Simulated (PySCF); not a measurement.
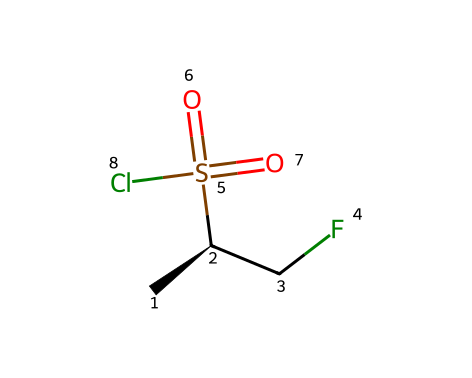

Skeletal drawing with numbered atoms; wedges and dashes mark any stereocentres. The configuration is that of a computed structure (PBE0-D3(BJ)/def2-SVP).

Q: What are the Cahn–Ingold–Prelog descriptors?

A: C2: R.
